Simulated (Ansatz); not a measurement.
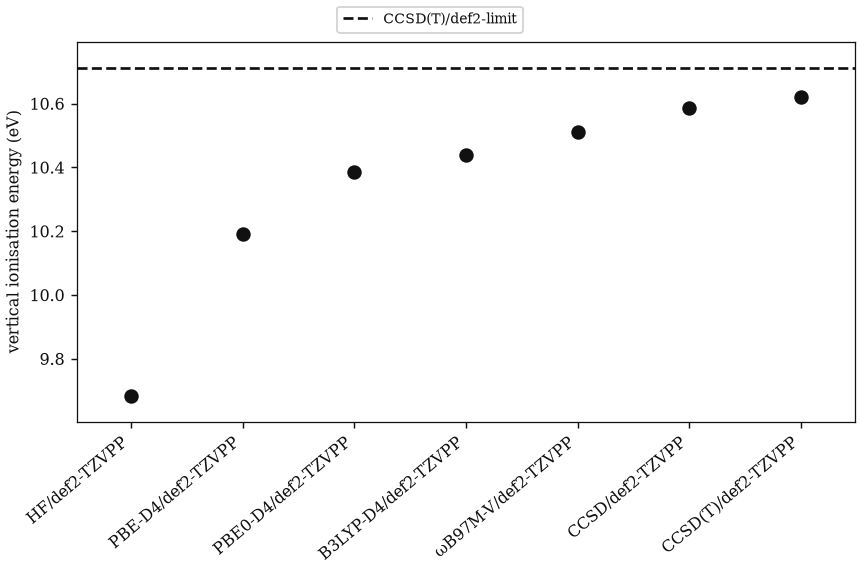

Vertical ionisation energy of C₂H₈Ge, SMILES C[CH2][GeH3], singlet, taken as the energy of the cation less that of the neutral at fixed geometry (unrestricted doublet cation, cores frozen in correlated methods, no spin-orbit coupling), the Ansatz code 0.2.0, at a PBE0-D4/def2-TZVP geometry (a minimum by its frequencies). Limit means an estimate of the basis limit from triple and quadruple zeta; for coupled cluster it is either extrapolated directly or built as the MP2 limit plus the step from MP2 in triple zeta. The distance of CCSD/def2-TZVPP and CCSD(T)/def2-TZVPP to the limit includes basis error.

Question: What range do the values span, the line included?

Answer: From 9.68 eV (HF/def2-TZVPP) to 10.71 eV (CCSD(T)/def2-limit).

Question: Which level comes closest to the line (CCSD(T)/def2-limit), and which misses most?

Answer: Closest CCSD(T)/def2-TZVPP (10.62 eV), against 10.71 eV; farthest HF/def2-TZVPP (9.68 eV).

Caveats, for all or some of the runs: no scalar relativity up to krypton; outer-core shells are correlated without core-valence functions, which makes the correlated values less sure.
